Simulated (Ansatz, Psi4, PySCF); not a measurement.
Approach curve of the dimer C2H6 ··· BCl3 (SMILES CC and ClB(Cl)Cl). Monomers: optimised at B3LYP-D3(BJ) (def2-TZVP), held rigid. Orientation: lowest of the rigid-body minima from ten starts at GFN2-xTB. Only R, the distance of the centres of mass, is varied, so the lowest point isn't the relaxed dimer.

Geometry at R = 3.68 Å (first 8 atoms: monomer A):
```
12

C      0.7630    -0.0088    -0.0095
C     -0.7630     0.0088     0.0095
H      1.1592    -0.7872     0.6456
H      1.1452    -0.1980    -1.0146
H      1.1752     0.9451     0.3255
H     -1.1452     0.1979     1.0146
H     -1.1752    -0.9451    -0.3256
H     -1.1592     0.7873    -0.6455
Cl    -0.0012     0.8584    -3.8151
B     -0.9353    -0.5848    -3.5140
Cl    -0.1280    -2.1144    -3.2807
Cl    -2.6770    -0.4980    -3.4438
```

CCSD/aug-cc-pVDZ = CCSD on RHF/aug-cc-pVDZ, frozen core, counterpoise-corrected (Ansatz, an electronic-structure program); RKS-B3LYP/6-311+G** = restricted B3LYP/6-311+G**, spherical d, no counterpoise correction run with PySCF; MP2/aug-cc-pVTZ = MP2 on RHF/aug-cc-pVTZ, frozen core, counterpoise-corrected run with Ansatz; RKS-BP86/6-31G* = restricted BP86/6-31G*, spherical d, no counterpoise correction (PySCF); PBE-D3(BJ)/def2-TZVP, counterpoise-corrected (Psi4).

Interaction energies in kJ/mol (negative: bound); R is the distance of the centres of mass, d the H8···B10 distance.

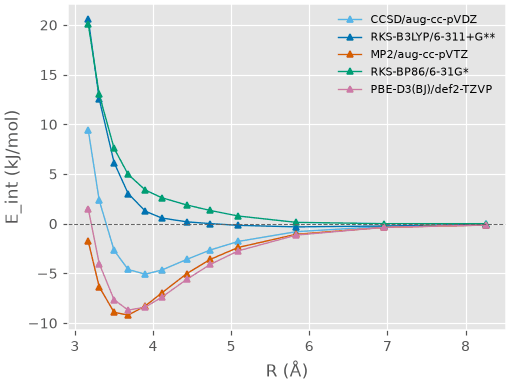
*Interaction energy against separation.*

```json
[
 {"R / Å": "3.17", "d / Å": "2.73", "CCSD/aug-cc-pVDZ": "9.41", "RKS-B3LYP/6-311+G**": "20.65", "MP2/aug-cc-pVTZ": "-1.78", "RKS-BP86/6-31G*": "20.07", "PBE-D3(BJ)/def2-TZVP": "1.50"},
 {"R / Å": "3.31", "d / Å": "2.86", "CCSD/aug-cc-pVDZ": "2.35", "RKS-B3LYP/6-311+G**": "12.55", "MP2/aug-cc-pVTZ": "-6.35", "RKS-BP86/6-31G*": "13.02", "PBE-D3(BJ)/def2-TZVP": "-4.01"},
 {"R / Å": "3.50", "d / Å": "3.02", "CCSD/aug-cc-pVDZ": "-2.67", "RKS-B3LYP/6-311+G**": "6.16", "MP2/aug-cc-pVTZ": "-8.91", "RKS-BP86/6-31G*": "7.59", "PBE-D3(BJ)/def2-TZVP": "-7.64"},
 {"R / Å": "3.68", "d / Å": "3.19", "CCSD/aug-cc-pVDZ": "-4.60", "RKS-B3LYP/6-311+G**": "3.04", "MP2/aug-cc-pVTZ": "-9.19", "RKS-BP86/6-31G*": "4.97", "PBE-D3(BJ)/def2-TZVP": "-8.70"},
 {"R / Å": "3.90", "d / Å": "3.39", "CCSD/aug-cc-pVDZ": "-5.07", "RKS-B3LYP/6-311+G**": "1.27", "MP2/aug-cc-pVTZ": "-8.27", "RKS-BP86/6-31G*": "3.39", "PBE-D3(BJ)/def2-TZVP": "-8.39"},
 {"R / Å": "4.11", "d / Å": "3.58", "CCSD/aug-cc-pVDZ": "-4.66", "RKS-B3LYP/6-311+G**": "0.58", "MP2/aug-cc-pVTZ": "-6.96", "RKS-BP86/6-31G*": "2.62", "PBE-D3(BJ)/def2-TZVP": "-7.40"},
 {"R / Å": "4.43", "d / Å": "3.88", "CCSD/aug-cc-pVDZ": "-3.59", "RKS-B3LYP/6-311+G**": "0.19", "MP2/aug-cc-pVTZ": "-5.02", "RKS-BP86/6-31G*": "1.89", "PBE-D3(BJ)/def2-TZVP": "-5.60"},
 {"R / Å": "4.73", "d / Å": "4.17", "CCSD/aug-cc-pVDZ": "-2.64", "RKS-B3LYP/6-311+G**": "0.02", "MP2/aug-cc-pVTZ": "-3.59", "RKS-BP86/6-31G*": "1.34", "PBE-D3(BJ)/def2-TZVP": "-4.10"},
 {"R / Å": "5.09", "d / Å": "4.51", "CCSD/aug-cc-pVDZ": "-1.78", "RKS-B3LYP/6-311+G**": "-0.16", "MP2/aug-cc-pVTZ": "-2.38", "RKS-BP86/6-31G*": "0.78", "PBE-D3(BJ)/def2-TZVP": "-2.73"},
 {"R / Å": "5.83", "d / Å": "5.22", "CCSD/aug-cc-pVDZ": "-0.80", "RKS-B3LYP/6-311+G**": "-0.31", "MP2/aug-cc-pVTZ": "-1.06", "RKS-BP86/6-31G*": "0.14", "PBE-D3(BJ)/def2-TZVP": "-1.15"},
 {"R / Å": "6.96", "d / Å": "6.32", "CCSD/aug-cc-pVDZ": "-0.27", "RKS-B3LYP/6-311+G**": "-0.23", "MP2/aug-cc-pVTZ": "-0.36", "RKS-BP86/6-31G*": "0.01", "PBE-D3(BJ)/def2-TZVP": "-0.36"},
 {"R / Å": "8.26", "d / Å": "7.59", "CCSD/aug-cc-pVDZ": "-0.10", "RKS-B3LYP/6-311+G**": "-0.07", "MP2/aug-cc-pVTZ": "-0.13", "RKS-BP86/6-31G*": "0.01", "PBE-D3(BJ)/def2-TZVP": "-0.12"}
]
```

Lowest grid point: CCSD/aug-cc-pVDZ -5.07 kJ/mol at R = 3.90 Å; RKS-B3LYP/6-311+G** -0.31 kJ/mol at R = 5.83 Å; MP2/aug-cc-pVTZ -9.19 kJ/mol at R = 3.68 Å; RKS-BP86/6-31G* 0.01 kJ/mol at R = 8.26 Å; PBE-D3(BJ)/def2-TZVP -8.70 kJ/mol at R = 3.68 Å.
